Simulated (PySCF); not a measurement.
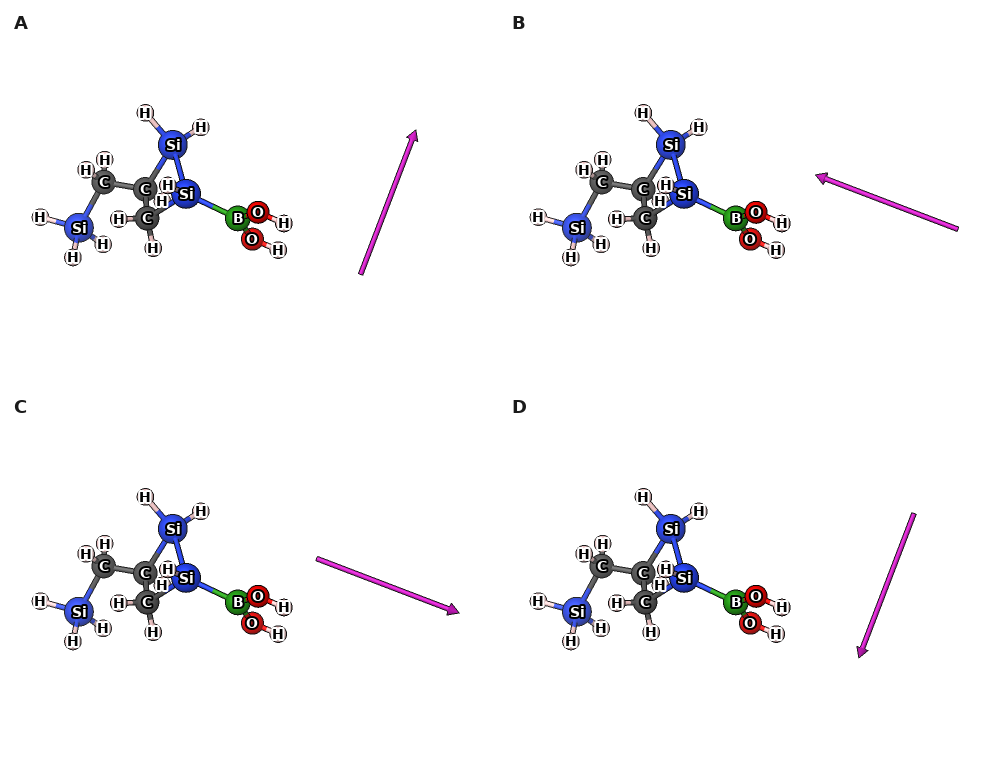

The same molecule four times, each with an arrow. Computed geometry: GFN2-xTB optimisation. No frequency run is at hand to confirm it as a minimum. Properties computed with PBE0/pcSseg-1, gas phase (PySCF 2.14.0).

Which arrow points along the dipole moment, from the negative to the positive end?

C. The dipole moment is 3.99 D.

The geometry is semi-empirical. Around B, Si such bond lengths and angles can be off by a tenth of an ångström or more and by several degrees, and values that hang on the shape move with them.
